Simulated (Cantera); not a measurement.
A closed system holds: 1 mol Fe3O4, 57 mol H2, 2 mol H2O, at 1925 °C.

These are equilibrium values from Cantera (NASA tables, ideal gas, pure condensed phases), not measurements of a reactor. Candidate condensed phases: Fe, FeO, Fe(OH)2, Fe(OH)3, Fe2O3, Fe3O4, H2O; 12 gas species. Rates play no part.

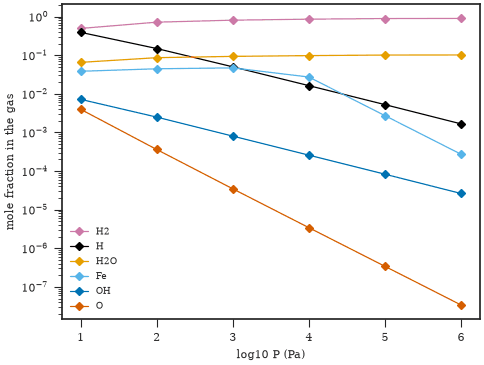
Figure. Equilibrium gas composition (values under 1e-9 drawn at 1e-9)

### Question
Read off the mole fractions at 750 Torr.

### Answer
H2 about 0.89, H2O about 0.10, H about 0.0053, Fe about 0.0027, OH about 8.3e-5, O about 3.4e-7.
